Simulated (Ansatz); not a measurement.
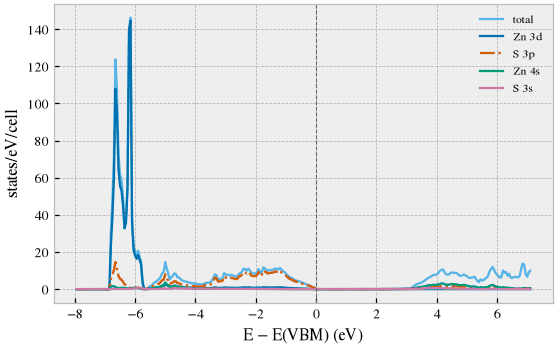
Figure: Total and projected density of states of ZnS (6H polytype, P6_3mc), the program Ansatz at the LDA level (PAW)

Q: Which orbitals carry the states next to the gap?

A: Top 1 eV of the valence band: S 3p 87 %, Zn 3d 10 %. Bottom 1 eV of the conduction band: Zn 4s 54 %, S 3s 29 %, S 3p 14 %. Projections are on Löwdin-orthogonalised atomic valence shells; empty p or d shells of many metals are not among them.

Q: Where is the tallest occupied peak in this window, and what makes it?

A: Near -6.2 eV, about 150 states/eV per cell; the largest projected share is Zn 3d.

The first step of the workflow began from a Materials Project structure, measured or hypothetical. Its sites differ from those of the usual phase in this space group: another stacking or structure type. The LDA relaxation kept the symmetry of its start; its stability against distortions is not shown here.

Potentials: the later of the program's two PAW sets.
